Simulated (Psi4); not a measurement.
# DLPNO-CCSD/LANL2DZ (density fitting, core potential, density fitting for correlation, Cartesian functions, pno convergence loose) run of SnNH5 (Sn(NH2)H3)

What is the energy change on altering one bond length of SnNH5 (Sn(NH2)H3) at DLPNO-CCSD/LANL2DZ (density fitting, core potential, density fitting for correlation, Cartesian functions, pno convergence loose)? 

Program for the calculation: Psi4 1.11.

4 further runs of the same task are left out: 4 set aside as unsound or not needed.

## (1) The structure to begin with

SnNH5: 7 atoms, total charge 0, spin state singlet. As SMILES, `[H][Sn]([H])([H])[NH2]`. The shape comes from GFN2-xTB, which is rough for such elements, and wasn't checked as a minimum.

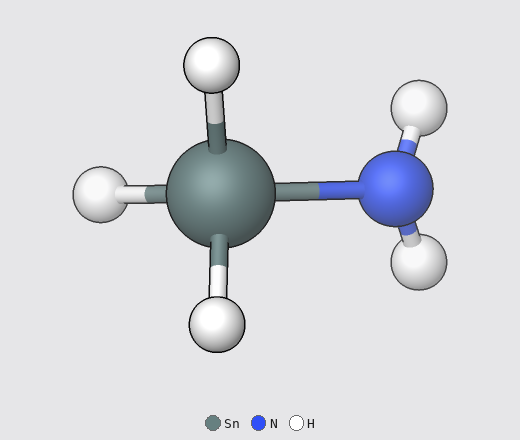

The structure, seen from a chosen angle (tin teal, nitrogen blue, hydrogen white).

## (2) A single-point energy at DLPNO-CCSD/LANL2DZ (density fitting, core potential, density fitting for correlation, Cartesian functions, pno convergence loose)

The input, run.py:

```python
import psi4

psi4.set_memory('1600 MB')
psi4.set_num_threads(1)
psi4.set_output_file('run.log', False)

geom = psi4.geometry("""
Sn
N 1 1.998116
H 2 1.010298 1 115.98537
H 2 1.00963 3 107.04958 1 131.47711
H 1 1.650198 2 104.94546 4 178.8567
H 1 1.649487 5 111.68308 2 113.17942
H 1 1.675401 6 109.66974 5 -121.87385
units angstrom
symmetry c1
""")

psi4.set_options(dict(scf_type='df', num_frozen_docc=0, pno_convergence='loose'))

energy_value = psi4.energy('dlpno-ccsd/LANL2DZ')
print(f'dlpno-ccsd/LANL2DZ energy: {energy_value:.10f} Eh')
```

The run is started by

```
$ python run.py
```

run.log:

```text
[...]
    !!!  WARNING: ECP capability is in beta. Please check occupations closely.  !!!
[...]
  Running in c1 symmetry.
[...]
  Nuclear repulsion =   25.775701116702340
[...]
  Multiplicity = 1
[...]
  Nalpha       = 8
  Nbeta        = 8
[...]
    Number of basis functions: 27
[...]
   @DF-RHF iter   1:   -60.44820773387180   -9.70618e-01   1.67567e-02 ADIIS/DIIS
[...]
    Orbital Energies [Eh]
    ---------------------
    Doubly Occupied:
       1A    -15.522985     2A     -1.110798     3A     -0.682784
       4A     -0.630314     5A     -0.508400     6A     -0.459960
       7A     -0.455936     8A     -0.385204
[...]
  @DF-RHF Final Energy:   -60.55788836492115
   => Energetics <=
    Nuclear Repulsion Energy =             25.7757011167023400
    One-Electron Energy =                -133.1544182929708882
    Two-Electron Energy =                  46.8208288113473969
    Total Energy =                        -60.5578883649211548
[...]
 Multipole Moments:
 ------------------------------------------------------------------------------------
     Multipole            Electronic (a.u.)      Nuclear  (a.u.)        Total (a.u.)
 ------------------------------------------------------------------------------------
 L = 1.  Multiply by 2.5417464519 to convert [e a0] to [Debye]
 Dipole X            :          0.3959834           -0.9984764           -0.6024930
 Dipole Y            :          0.2164519           -0.5150537           -0.2986018
 Dipole Z            :        -26.0052486           25.8630682           -0.1421803
 Magnitude           :                                                    0.6872962
[...]
   * WARNING: This answer will likely vary from one obtained by a energy('dlpno-mp2') call
                due to lack of a semi-canonical MP2 prescreening step in DLPNO-MP2, as well
[...]
  @LCCSD iter  12:  -0.185423230794 -5.182e-08  2.392e-07  6.494e-08        0
[...]
```

On the terminal:

```text
dlpno-ccsd/LANL2DZ energy: -60.7434447224 Eh
```

It took 11 s on 1 thread of Intel Xeon Platinum 8259CL at 2.50GHz (Skylake/Cascade Lake), shared host; peak memory 0.24 GiB.

## (3) The distorted shape at the same level

The input, job.json:

```json
{
 "schema_name": "qcschema_input",
 "schema_version": 1,
 "molecule": {
  "schema_name": "qcschema_molecule",
  "schema_version": 2,
  "symbols": ["Sn", "N", "H", "H", "H", "H", "H"],
  "geometry": [0.01616283, 0.04519847, -1.06844548, 0.21146035, 0.42492382, 2.30291474, 1.30655664, -0.83826361, 3.22493102, -1.44991127, 0.51188901, 3.23696857, 2.97649439, 0.02737835, -2.04858973, -1.51500666, 2.5669246, -2.07472464, -1.45895739, -2.56927542, -2.07463016],
  "molecular_charge": 0,
  "molecular_multiplicity": 1,
  "fix_symmetry": "c1"
 },
 "driver": "energy",
 "model": {
  "method": "dlpno-ccsd",
  "basis": "LANL2DZ"
 },
 "keywords": {
  "scf_type": "df",
  "num_frozen_docc": 0,
  "pno_convergence": "loose"
 }
}
```

The run is started by

```
$ psi4 --qcschema job.json -n 1 --memory 1600MB
```

stdout:

```text
[...]
    !!!  WARNING: ECP capability is in beta. Please check occupations closely.  !!!
[...]
  Running in c1 symmetry.
[...]
  Nuclear repulsion =   26.997067752562177
[...]
  Multiplicity = 1
[...]
  Nalpha       = 8
  Nbeta        = 8
[...]
    Number of basis functions: 27
[...]
   @DF-RHF iter   1:   -60.42854466871584   -8.76989e-01   1.68361e-02 ADIIS/DIIS
[...]
    Orbital Energies [Eh]
    ---------------------
    Doubly Occupied:
       1A    -15.518166     2A     -1.142149     3A     -0.690819
       4A     -0.653115     5A     -0.527076     6A     -0.468257
       7A     -0.447315     8A     -0.393270
[...]
  @DF-RHF Final Energy:   -60.53624412727084
   => Energetics <=
    Nuclear Repulsion Energy =             26.9970677525621774
    One-Electron Energy =                -135.3862893225328605
    Two-Electron Energy =                  47.8529774426998458
    Total Energy =                        -60.5362441272708409
[...]
 Multipole Moments:
 ------------------------------------------------------------------------------------
     Multipole            Electronic (a.u.)      Nuclear  (a.u.)        Total (a.u.)
 ------------------------------------------------------------------------------------
 L = 1.  Multiply by 2.5417464519 to convert [e a0] to [Debye]
 Dipole X            :         -1.1476844            0.8562473           -0.2914371
 Dipole Y            :         -2.1763818            1.5796277           -0.5967541
 Dipole Z            :        -22.8904543           23.1187274            0.2282731
 Magnitude           :                                                    0.7022532
[...]
   * WARNING: This answer will likely vary from one obtained by a energy('dlpno-mp2') call
                due to lack of a semi-canonical MP2 prescreening step in DLPNO-MP2, as well
[...]
  @LCCSD iter  11:  -0.181199213900 -6.086e-08  4.732e-07  8.330e-08        0
[...]
```

The result, in JSON:

```text
{
 "driver": "energy",
 "model": {
  "method": "dlpno-ccsd",
  "basis": "LANL2DZ"
 },
 "success": true,
 "return_result": -60.71757290830466,
 "properties": {
  "calcinfo_nbasis": 27,
  "calcinfo_nmo": 27,
  "calcinfo_nalpha": 8,
  "calcinfo_nbeta": 8,
  "calcinfo_natom": 7,
  "nuclear_repulsion_energy": 26.997067752562177,
  "return_energy": -60.71757290830466,
  "scf_one_electron_energy": -135.38628932253286,
  "scf_two_electron_energy": 47.852977442699846,
  "scf_dipole_moment": [-0.29143705852461177, -0.5967541050471268, 0.22827307787532192],
  "scf_total_energy": -60.53624412727084,
  "scf_iterations": 10,
  "mp2_correlation_energy": -0.15964299082763453,
  "mp2_total_energy": -60.695887118098476,
  "ccsd_correlation_energy": -0.1813287810338183,
  "ccsd_total_energy": -60.71757290830466
 }
}
```

Wall time 12 s (1 thread of Intel Xeon Platinum 8259CL at 2.50GHz (Skylake/Cascade Lake), shared host); peak memory 0.24 GiB.

## (4) Outcome

Level: DLPNO-CCSD/LANL2DZ (density fitting, core potential, density fitting for correlation, Cartesian functions, pno convergence loose).

| quantity | value |
| --- | --- |
| first shape: total energy | -60.74344 Eh |
| first shape: HOMO energy (Hartree–Fock orbitals) | -10.48 eV |
| first shape: LUMO energy (Hartree–Fock orbitals) | 2.89 eV |
| first shape: HOMO–LUMO gap (Hartree–Fock orbitals) | 13.37 eV |
| first shape: correlation energy | -185.6 mEh |
| first shape: T1 diagnostic | 0.009 |
| distorted shape: total energy | -60.71757 Eh |
| distorted shape: HOMO energy (Hartree–Fock orbitals) | -10.70 eV |
| distorted shape: LUMO energy (Hartree–Fock orbitals) | 3.12 eV |
| distorted shape: HOMO–LUMO gap (Hartree–Fock orbitals) | 13.83 eV |
| distorted shape: correlation energy | -181.3 mEh |
| distorted shape: T1 diagnostic | 0.008 |
| energy change with the Sn1–N2 bond shortened from 1.998 to 1.798 Å | 0.704 eV |

In words: With the Sn1–N2 bond shortened from 1.998 to 1.798 Å the energy rises by 0.70 eV (67.9 kJ/mol). The first shape isn't relaxed at this level, so the change isn't measured from a minimum.
